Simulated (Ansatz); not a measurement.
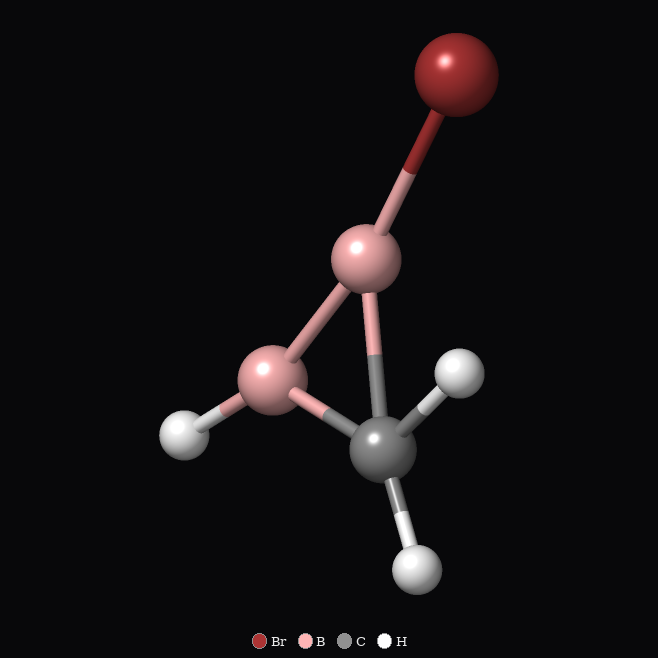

Ball-and-stick drawing of a structure.

The geometry was computed by an optimisation with PBE0-D4/def2-TZVP.

> What is the molecular formula?

CH₃B₂Br, 7 atoms: 1 carbon, 3 hydrogen, 2 boron and 1 bromine.

> Write the SMILES.

BrB1BC1

The parts below concern this one geometry. Atoms keep their numbers from picture to picture.

### Symmetry

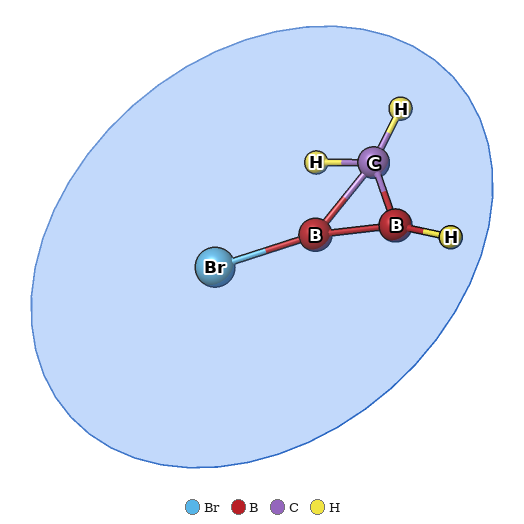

All proper rotation axes (lines) and mirror planes (discs) of the structure are drawn in. Depth is shown by fading: the farther an atom, the more it takes the colour of the background.

> Name the symmetry elements and the point group.

It has 1 mirror plane. Point group Cs. The group has 2 operations. The geometry is achiral, and symmetry allows a dipole moment.

### Levels of theory compared

Program: Ansatz 0.2.0.

At this fixed geometry, give HOMO–LUMO gap (eV), HOMO energy (eV) at these levels: B3LYP-D4/def2-TZVPP; CAM-B3LYP-D4/def2-TZVPP; SPW92 (LDA)/def2-TZVPP; revPBE-D4/def2-TZVPP; ωB97M-V/def2-SVP; ωB97X-V/def2-TZVPP.

| level | HOMO–LUMO gap (eV) | HOMO energy (eV) |
| --- | --- | --- |
| B3LYP-D4/def2-TZVPP | 6.29 | −7.35 |
| CAM-B3LYP-D4/def2-TZVPP | 9.19 | −8.91 |
| SPW92 (LDA)/def2-TZVPP | 4.36 | −6.44 |
| revPBE-D4/def2-TZVPP | 4.53 | −6.28 |
| ωB97M-V/def2-SVP | 11.07 | −9.64 |
| ωB97X-V/def2-TZVPP | 11.23 | −9.90 |

### Charges

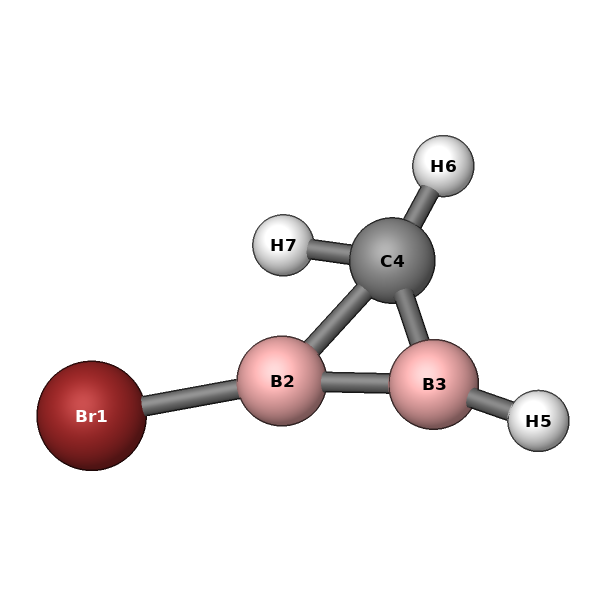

The questions are on Mulliken charges. Method: RKS B3LYP-D4/def2-TZVPP (Ansatz 0.2.0).

Give the Mulliken charges atom by atom.

```csv
atom,value (e)
Br1,−0.05
B2,0.07
B3,−0.25
C4,−0.16
H5,0.07
H6,0.16
H7,0.15
```

### Vibrations

Harmonic vibrations computed with RKS PBE0-D4/def2-TZVP (Ansatz 0.2.0) at a stationary point of the same level.

> How many vibrational modes are there, and where do they lie?

15 modes: 124, 277, 326, 417, 524, 728, 760, 845, 953, 1120, 1356, 1598, 2775, 2818, 3162 cm⁻¹.

Mulliken values depend strongly on the basis set and can even reverse the polarity of a bond.
